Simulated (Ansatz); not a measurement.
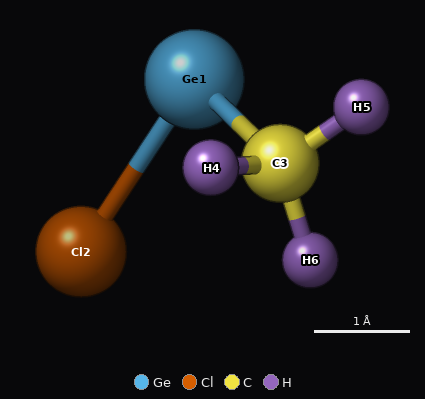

*The starting structure (ball-and-stick view, seen at a tilt; atoms are numbered from 1 in the order of the input). Sticks mark near contacts.*

Bond lengths as drawn: Cl–Ge 2.26 Å, C–Ge 1.99 Å and C–H 1.09 to 1.10 Å.

**CH₃ClGe: geometry relaxation**

- system: CH₃ClGe
- method: RKS PBE0-D4/def2-TZVP (Ansatz 0.2.0)

Figures and captions count atoms from 1; the log counts them from 0 in places.

### The program's output
```
Functional definition: PBE0
  name "PBE0"
  cite "Adamo & Barone, J. Chem. Phys. 110, 6158 (1999) doi:10.1063/1.478522"
  cite "Perdew, Burke & Ernzerhof, Phys. Rev. Lett. 77, 3865 (1996) doi:10.1103/PhysRevLett.77.3865"
  parent pbe
  parameter a = 0.25
  parameter kappa = 0.804
  parameter beta = 0.06672455060314922
  exchange = (1 - a)*pbe_x(kappa = kappa, mu = beta*pi^2/3) + a*exact_x
  correlation = pbe_c(beta = beta)
981 factors; their error is unknown
mean field evaluation 1: about -70108.8218 eV, gradient 5.4e1 eV
mean field evaluation 2: about -70102.8693 eV, gradient 6.9e1 eV
mean field evaluation 4: about -70115.4690 eV, gradient 3.2e0 eV
mean field evaluation 8: about -70115.4829 eV, gradient 4.7e-2 eV
mean field evaluation 16: about -70115.7879 eV, gradient 2.4e-5 eV
mean field -70115.78786605 eV, -2576.7076778892 hartree, gradient 2.4e-5 eV, S^2 0.000000; 0 other end points of the search recorded, 0 dependent functions left out
the calculation of the forces begins
reference -70115.78789104 eV, -2576.7076788076 hartree; 29, 29 occupied and 105, 105 virtual orbitals, 981 factors
relax step   1: F+E_penalty+E_count = -70115.89161215 eV  Δ(F+E_penalty+E_count) = +0.000e0 eV  max|allowed force component| = 5.177e-1 eV/Å  Δτ_max = 0.0000 Å  (28 SCF iters, accepted)
these checks for a lower state are left out or cut short: starts, cluster_reference, orbital_swaps, neighbouring_geometries, increment
981 factors; their error is unknown
mean field -70115.80845951 eV, -2576.7084346850 hartree, gradient 9.2e-6 eV, S^2 0.000000; 0 other end points of the search recorded, 0 dependent functions left out
the calculation of the forces begins
reference -70115.80848452 eV, -2576.7084356040 hartree; 29, 29 occupied and 105, 105 virtual orbitals, 981 factors
relax step   2: F+E_penalty+E_count = -70115.91235960 eV  Δ(F+E_penalty+E_count) = -2.075e-2 eV  max|allowed force component| = 1.239e-1 eV/Å  Δτ_max = 0.0279 Å  (32 SCF iters, accepted)
these checks for a lower state are left out or cut short: starts, cluster_reference, orbital_swaps, neighbouring_geometries, increment
981 factors; their error is unknown
mean field -70115.80943758 eV, -2576.7084706283 hartree, gradient 8.9e-6 eV, S^2 0.000000; 0 other end points of the search recorded, 0 dependent functions left out
the calculation of the forces begins
reference -70115.80946262 eV, -2576.7084715486 hartree; 29, 29 occupied and 105, 105 virtual orbitals, 981 factors
relax step   3: F+E_penalty+E_count = -70115.91374357 eV  Δ(F+E_penalty+E_count) = -1.384e-3 eV  max|allowed force component| = 4.950e-2 eV/Å  Δτ_max = 0.0289 Å  (32 SCF iters, accepted)
these checks for a lower state are left out or cut short: starts, cluster_reference, orbital_swaps, neighbouring_geometries, increment
981 factors; their error is unknown
mean field evaluation 32: about -70115.5037 eV, gradient 6.4e-1 eV
mean field -70115.81031825 eV, -2576.7085029925 hartree, gradient 8.9e-6 eV, S^2 0.000000; 0 other end points of the search recorded, 0 dependent functions left out
the calculation of the forces begins
reference -70115.81034329 eV, -2576.7085039129 hartree; 29, 29 occupied and 105, 105 virtual orbitals, 981 factors
relax step   4: F+E_penalty+E_count = -70115.91444470 eV  Δ(F+E_penalty+E_count) = -7.011e-4 eV  max|allowed force component| = 2.963e-2 eV/Å  Δτ_max = 0.0147 Å  (32 SCF iters, accepted)
these checks for a lower state are left out or cut short: starts, cluster_reference, orbital_swaps, neighbouring_geometries, increment
981 factors; their error is unknown
mean field -70115.81065870 eV, -2576.7085155036 hartree, gradient 8.9e-6 eV, S^2 0.000000; 0 other end points of the search recorded, 0 dependent functions left out
the calculation of the forces begins
reference -70115.81068375 eV, -2576.7085164245 hartree; 29, 29 occupied and 105, 105 virtual orbitals, 981 factors
relax step   5: F+E_penalty+E_count = -70115.91477109 eV  Δ(F+E_penalty+E_count) = -3.264e-4 eV  max|allowed force component| = 2.514e-2 eV/Å  Δτ_max = 0.0104 Å  (32 SCF iters, accepted)
these checks for a lower state are left out or cut short: starts, cluster_reference, orbital_swaps, neighbouring_geometries, increment
981 factors; their error is unknown
mean field -70115.81154411 eV, -2576.7085480420 hartree, gradient 1.3e-5 eV, S^2 0.000000; 0 other end points of the search recorded, 0 dependent functions left out
the calculation of the forces begins
reference -70115.81156928 eV, -2576.7085489670 hartree; 29, 29 occupied and 105, 105 virtual orbitals, 981 factors
relax step   6: F+E_penalty+E_count = -70115.91566618 eV  Δ(F+E_penalty+E_count) = -8.951e-4 eV  max|allowed force component| = 7.796e-2 eV/Å  Δτ_max = 0.0723 Å  (31 SCF iters, accepted)
these checks for a lower state are left out or cut short: starts, cluster_reference, orbital_swaps, neighbouring_geometries, increment
981 factors; their error is unknown
mean field -70115.81215514 eV, -2576.7085704970 hartree, gradient 8.9e-6 eV, S^2 0.000000; 0 other end points of the search recorded, 0 dependent functions left out
the calculation of the forces begins
reference -70115.81218032 eV, -2576.7085714222 hartree; 29, 29 occupied and 105, 105 virtual orbitals, 981 factors
relax step   7: F+E_penalty+E_count = -70115.91632858 eV  Δ(F+E_penalty+E_count) = -6.624e-4 eV  max|allowed force component| = 6.113e-2 eV/Å  Δτ_max = 0.0038 Å  (33 SCF iters, accepted)
these checks for a lower state are left out or cut short: starts, cluster_reference, orbital_swaps, neighbouring_geometries, increment
981 factors; their error is unknown
mean field evaluation 64: about -70115.8128 eV, gradient 1.4e-3 eV
mean field -70115.81277024 eV, -2576.7085931015 hartree, gradient 1.1e-5 eV, S^2 0.000000; 0 other end points of the search recorded, 0 dependent functions left out
the calculation of the forces begins
reference -70115.81279546 eV, -2576.7085940281 hartree; 29, 29 occupied and 105, 105 virtual orbitals, 981 factors
relax step   8: F+E_penalty+E_count = -70115.91705428 eV  Δ(F+E_penalty+E_count) = -7.257e-4 eV  max|allowed force component| = 4.931e-2 eV/Å  Δτ_max = 0.0259 Å  (31 SCF iters, accepted)
these checks for a lower state are left out or cut short: starts, cluster_reference, orbital_swaps, neighbouring_geometries, increment
981 factors; their error is unknown
mean field -70115.81316784 eV, -2576.7086077130 hartree, gradient 1.5e-5 eV, S^2 0.000000; 0 other end points of the search recorded, 0 dependent functions left out
the calculation of the forces begins
reference -70115.81319308 eV, -2576.7086086406 hartree; 29, 29 occupied and 105, 105 virtual orbitals, 981 factors
relax step   9: F+E_penalty+E_count = -70115.91749545 eV  Δ(F+E_penalty+E_count) = -4.412e-4 eV  max|allowed force component| = 2.415e-2 eV/Å  Δτ_max = 0.0333 Å  (31 SCF iters, accepted)
these checks for a lower state are left out or cut short: starts, cluster_reference, orbital_swaps, neighbouring_geometries, increment
981 factors; their error is unknown
mean field -70115.81324941 eV, -2576.7086107106 hartree, gradient 1.5e-5 eV, S^2 0.000000; 0 other end points of the search recorded, 0 dependent functions left out
the calculation of the forces begins
reference -70115.81327465 eV, -2576.7086116380 hartree; 29, 29 occupied and 105, 105 virtual orbitals, 981 factors
relax step  10: F+E_penalty+E_count = -70115.91744910 eV  Δ(F+E_penalty+E_count) = +4.634e-5 eV  max|allowed force component| = 3.569e-2 eV/Å  Δτ_max = 0.0339 Å  (31 SCF iters, rejected (line search))
these checks for a lower state are left out or cut short: starts, cluster_reference, orbital_swaps, neighbouring_geometries, increment
981 factors; their error is unknown
mean field -70115.81331008 eV, -2576.7086129404 hartree, gradient 9.2e-6 eV, S^2 0.000000; 0 other end points of the search recorded, 0 dependent functions left out
the calculation of the forces begins
reference -70115.81333533 eV, -2576.7086138680 hartree; 29, 29 occupied and 105, 105 virtual orbitals, 981 factors
relax step  11: F+E_penalty+E_count = -70115.91761463 eV  Δ(F+E_penalty+E_count) = -1.192e-4 eV  max|allowed force component| = 7.002e-3 eV/Å  Δτ_max = 0.0165 Å  (33 SCF iters, accepted)
these checks for a lower state are left out or cut short: starts, cluster_reference, orbital_swaps, neighbouring_geometries, increment
981 factors; their error is unknown
mean field -70115.81333738 eV, -2576.7086139434 hartree, gradient 8.8e-6 eV, S^2 0.000000; 0 other end points of the search recorded, 0 dependent functions left out
the calculation of the forces begins
reference -70115.81336262 eV, -2576.7086148710 hartree; 29, 29 occupied and 105, 105 virtual orbitals, 981 factors
relax step  12: F+E_penalty+E_count = -70115.91762914 eV  Δ(F+E_penalty+E_count) = -1.451e-5 eV  max|allowed force component| = 2.197e-3 eV/Å  Δτ_max = 0.0080 Å  (32 SCF iters, accepted)
981 factors; their error is unknown
mean field evaluation 96: about -70115.8133 eV, gradient 1.4e-5 eV
```

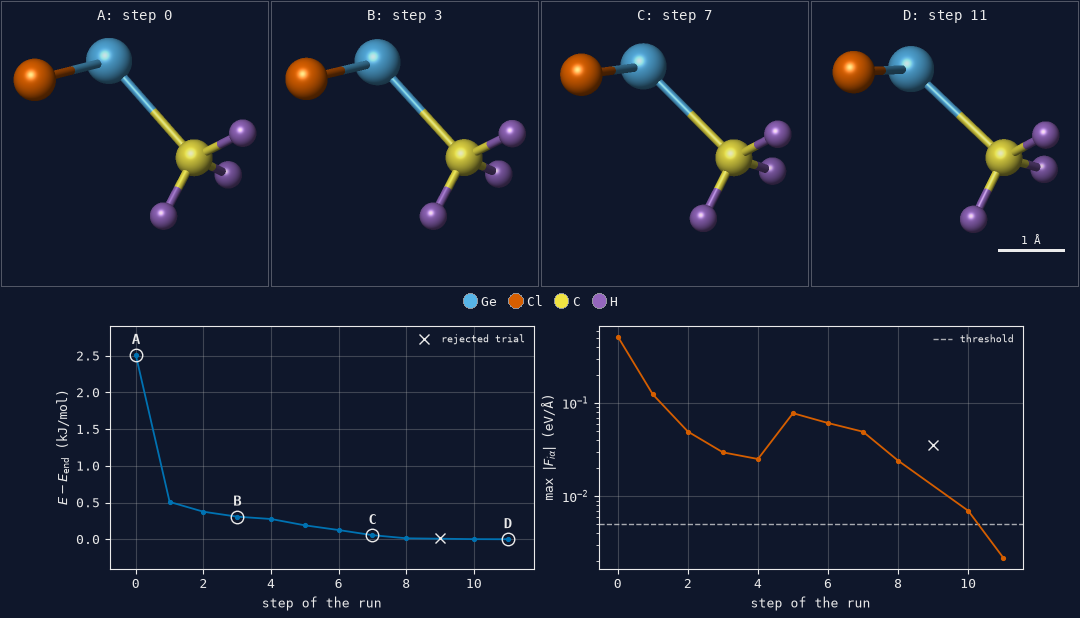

*Frames of the relaxation (ball-and-stick view, seen at a tilt) above the curves, on which the letters mark them (the first geometry is step 0 here and step 1 in the log).*

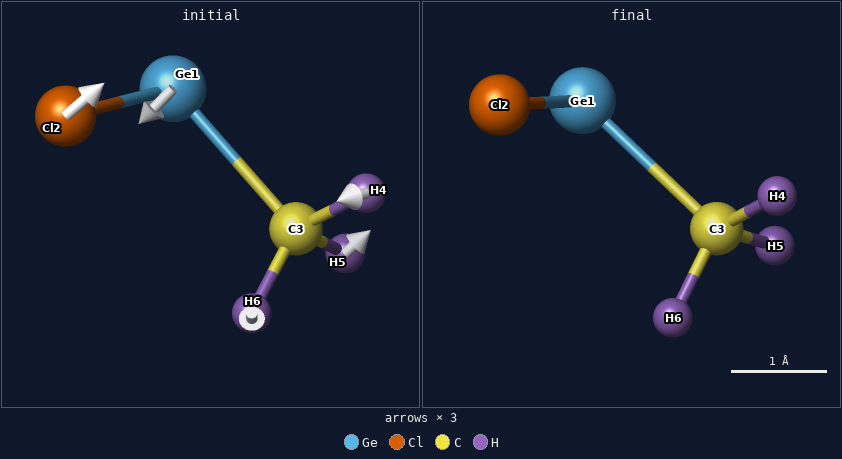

*Before (left) and after (right) the relaxation, at one scale (ball-and-stick view, seen at a tilt). The white arrows give the displacements, magnified 3 times.*

The largest move after the best rigid fit is that of Cl2, 0.18 Å. By element the largest moves are Cl 0.18 Å, Ge 0.18 Å, H 0.14 Å, C 0.01 Å. Among the contacts that change: Ge1–Cl2 2.258 → 2.199 Å. Among the angles that change: Ge1–C3–H6 112.8° → 109.5°, Ge1–C3–H4 106.8° → 109.5°. After 11 geometry steps the energy has fallen by 2.51 kJ/mol. Largest force component: 0.52 eV/Å at the start, 0.0022 eV/Å at the end. The line search rejected the trial step at point 9 (counted from 0) and went back. (Atoms are counted from 1 in the order of the input.)

```
mean field -70115.81333738 eV, -2576.7086139434 hartree, gradient 1.4e-5 eV, S^2 0.000000; 1 other end points of the search recorded, 0 dependent functions left out
the calculation of the forces begins
reference -70115.81336262 eV, -2576.7086148710 hartree; 29, 29 occupied and 105, 105 virtual orbitals, 981 factors
Total energy: -70115.91765438 eV, -2576.7124475225 hartree
Atom 0 at     0.893120    -0.894012     0.190600 Å, force    -0.000174     0.000036    -0.000848 eV/Å
Atom 1 at    -0.188946    -1.614326    -1.583217 Å, force     0.000640     0.000462     0.000674 eV/Å
Atom 2 at     0.607435     1.038016    -0.157636 Å, force    -0.002197    -0.000932    -0.000116 eV/Å
Atom 3 at     1.029830     1.299718    -1.132678 Å, force     0.000122    -0.000204     0.000840 eV/Å
Atom 4 at     1.065683     1.657250     0.616195 Å, force    -0.000023     0.000081    -0.000884 eV/Å
Atom 5 at    -0.466033     1.245732    -0.203861 Å, force     0.001632     0.000557     0.000332 eV/Å
Dipole moment:     0.171203     0.317593     0.292093 e Å
```

### Trajectory as extended XYZ (Å, eV, eV/Å), 12 frames, from step=1 to step=12
```
6
Properties=species:S:1:pos:R:3:forces:R:3 step=1 energy=-70115.89161
Ge    1.0458   -0.8776    0.1024   -0.5017  -0.1505  -0.5177
Cl   -0.3507   -1.6479   -1.4954    0.4337   0.2087   0.4793
C     0.6058    1.0406   -0.1650    0.0949  -0.0539   0.0980
H     1.1402    1.3659   -1.0656   -0.0205   0.0202  -0.0210
H     0.9589    1.6392    0.6782    0.0192   0.0182  -0.0113
H    -0.4590    1.2122   -0.3252   -0.0256  -0.0427  -0.0273
6
Properties=species:S:1:pos:R:3:forces:R:3 step=2 energy=-70115.91236
Ge    1.0227   -0.8808    0.0873   -0.1008  -0.0853  -0.0914
Cl   -0.3347   -1.6482   -1.4832    0.1167   0.0888   0.1239
C     0.6084    1.0419   -0.1635    0.0267  -0.0090   0.0025
H     1.1373    1.3702   -1.0666   -0.0205   0.0150  -0.0130
H     0.9649    1.6400    0.6789    0.0009  -0.0204  -0.0128
H    -0.4575    1.2094   -0.3235   -0.0229   0.0109  -0.0093
6
Properties=species:S:1:pos:R:3:forces:R:3 step=3 energy=-70115.91374
Ge    1.0201   -0.8853    0.0949   -0.0076   0.0138   0.0142
Cl   -0.3229   -1.6227   -1.4769   -0.0222  -0.0489  -0.0451
C     0.6065    1.0360   -0.1667    0.0495   0.0288   0.0312
H     1.1301    1.3655   -1.0726   -0.0106  -0.0033  -0.0006
H     0.9675    1.6327    0.6741   -0.0043   0.0191  -0.0094
H    -0.4602    1.2062   -0.3234   -0.0049  -0.0096   0.0096
6
Properties=species:S:1:pos:R:3:forces:R:3 step=4 energy=-70115.91445
Ge    1.0124   -0.8852    0.0945    0.0062  -0.0046   0.0296
Cl   -0.3193   -1.6350   -1.4841   -0.0069  -0.0024  -0.0217
C     0.6074    1.0389   -0.1640    0.0240   0.0096  -0.0076
H     1.1277    1.3648   -1.0731   -0.0131   0.0004  -0.0039
H     0.9726    1.6378    0.6734   -0.0021  -0.0030  -0.0029
H    -0.4596    1.2111   -0.3172   -0.0080  -0.0001   0.0064
6
Properties=species:S:1:pos:R:3:forces:R:3 step=5 energy=-70115.91477
Ge    1.0063   -0.8861    0.1004   -0.0058  -0.0047   0.0181
Cl   -0.3123   -1.6348   -1.4918    0.0052   0.0084  -0.0057
C     0.6070    1.0391   -0.1625    0.0251   0.0045  -0.0162
H     1.1221    1.3592   -1.0765   -0.0152   0.0008  -0.0029
H     0.9785    1.6411    0.6699   -0.0027  -0.0076   0.0002
H    -0.4605    1.2138   -0.3101   -0.0067  -0.0015   0.0064
6
Properties=species:S:1:pos:R:3:forces:R:3 step=6 energy=-70115.91567
Ge    0.9622   -0.8924    0.1424   -0.0649   0.0116  -0.0511
Cl   -0.2600   -1.6269   -1.5410    0.0544   0.0452   0.0723
C     0.6039    1.0391   -0.1539    0.0614   0.0206  -0.0780
H     1.0821    1.3221   -1.1019   -0.0538  -0.0126   0.0660
H     1.0203    1.6588    0.6452   -0.0322  -0.0515  -0.0228
H    -0.4675    1.2316   -0.2614    0.0351  -0.0133   0.0135
6
Properties=species:S:1:pos:R:3:forces:R:3 step=7 energy=-70115.91633
Ge    0.9598   -0.8919    0.1427   -0.0294   0.0150  -0.0098
Cl   -0.2577   -1.6252   -1.5384    0.0201   0.0203   0.0239
C     0.6043    1.0387   -0.1558    0.0557   0.0194  -0.0611
H     1.0811    1.3247   -1.1027   -0.0417  -0.0120   0.0494
H     1.0205    1.6551    0.6452   -0.0262  -0.0327  -0.0150
H    -0.4669    1.2310   -0.2615    0.0214  -0.0100   0.0127
6
Properties=species:S:1:pos:R:3:forces:R:3 step=8 energy=-70115.91705
Ge    0.9401   -0.8926    0.1587   -0.0056   0.0164   0.0107
Cl   -0.2362   -1.6173   -1.5506   -0.0059  -0.0079  -0.0126
C     0.6049    1.0377   -0.1572    0.0493   0.0172  -0.0347
H     1.0653    1.3169   -1.1128   -0.0258  -0.0110   0.0337
H     1.0342    1.6539    0.6362   -0.0201  -0.0096  -0.0081
H    -0.4672    1.2338   -0.2450    0.0081  -0.0052   0.0110
6
Properties=species:S:1:pos:R:3:forces:R:3 step=9 energy=-70115.91750
Ge    0.9136   -0.8934    0.1786   -0.0036   0.0083   0.0011
Cl   -0.2090   -1.6127   -1.5692   -0.0044  -0.0108  -0.0093
C     0.6063    1.0376   -0.1576    0.0241   0.0063  -0.0158
H     1.0446    1.3064   -1.1251   -0.0110  -0.0067   0.0209
H     1.0525    1.6554    0.6246   -0.0113   0.0030  -0.0048
H    -0.4670    1.2392   -0.2219    0.0060   0.0000   0.0080
6
Properties=species:S:1:pos:R:3:forces:R:3 step=10 energy=-70115.91745 accepted=F
Ge    0.8834   -0.8931    0.1914    0.0259  -0.0112   0.0357
Cl   -0.1818   -1.6221   -1.5871   -0.0101   0.0137  -0.0160
C     0.6082    1.0400   -0.1576   -0.0235  -0.0140  -0.0238
H     1.0252    1.3015   -1.1349    0.0023   0.0025   0.0025
H     1.0715    1.6562    0.6154    0.0003   0.0007  -0.0003
H    -0.4654    1.2498   -0.1978    0.0051   0.0083   0.0019
6
Properties=species:S:1:pos:R:3:forces:R:3 step=11 energy=-70115.91761
Ge    0.8998   -0.8939    0.1872   -0.0050   0.0022  -0.0070
Cl   -0.1957   -1.6134   -1.5790    0.0030  -0.0014   0.0033
C     0.6075    1.0378   -0.1577    0.0015  -0.0013  -0.0001
H     1.0345    1.3019   -1.1303   -0.0009  -0.0014   0.0028
H     1.0612    1.6571    0.6188   -0.0007   0.0015  -0.0007
H    -0.4661    1.2430   -0.2095    0.0021   0.0003   0.0017
6
Properties=species:S:1:pos:R:3:forces:R:3 step=12 energy=-70115.91763
Ge    0.8931   -0.8940    0.1906   -0.0002   0.0000  -0.0008
Cl   -0.1889   -1.6143   -1.5832    0.0006   0.0005   0.0007
C     0.6074    1.0380   -0.1576   -0.0022  -0.0009  -0.0001
H     1.0298    1.2997   -1.1327    0.0001  -0.0002   0.0008
H     1.0657    1.6572    0.6162    0.0000   0.0001  -0.0009
H    -0.4660    1.2457   -0.2039    0.0016   0.0006   0.0003
```

The run was set up as follows.

### The input
```yaml
crystal:
  periodic: [false, false, false]
  atoms:
    - {symbol: Ge, position_ang: [1.045835, -0.877616, 0.102433]}
    - {symbol: Cl, position_ang: [-0.350714, -1.647924, -1.495434]}
    - {symbol: C, position_ang: [0.605822, 1.040613, -0.165011]}
    - {symbol: H, position_ang: [1.140195, 1.365935, -1.065570]}
    - {symbol: H, position_ang: [0.958937, 1.639153, 0.678204]}
    - {symbol: H, position_ang: [-0.458986, 1.212216, -0.325218]}
basis:
  gaussian: {orbitals: def2-TZVP}
hamiltonian: {xc: pbe0, dispersion: d4}
relax: {f_tol: 0.005, max_steps: 200}
```

Command:
```bash
ansatz run in.yaml --threads 4 --pin off --events-out ev --progress --plain --max-ram 9574MiB
```

### Summary

```tsv
quantity	value
outcome	converged
total energy	−70115.9177 eV
mean-field energy	−70115.8134 eV
dispersion energy	−0.1043 eV
SCF solution under orbital rotations	stable
largest force (length of the vector) at the end	0.002 eV/Å
dipole moment	2.23 D
hardware	4 threads of Arm Neoverse V1, 23 GiB of memory available, shared host
wall time	19 s (CPU time 69 s)
peak memory	0.46 GiB
```
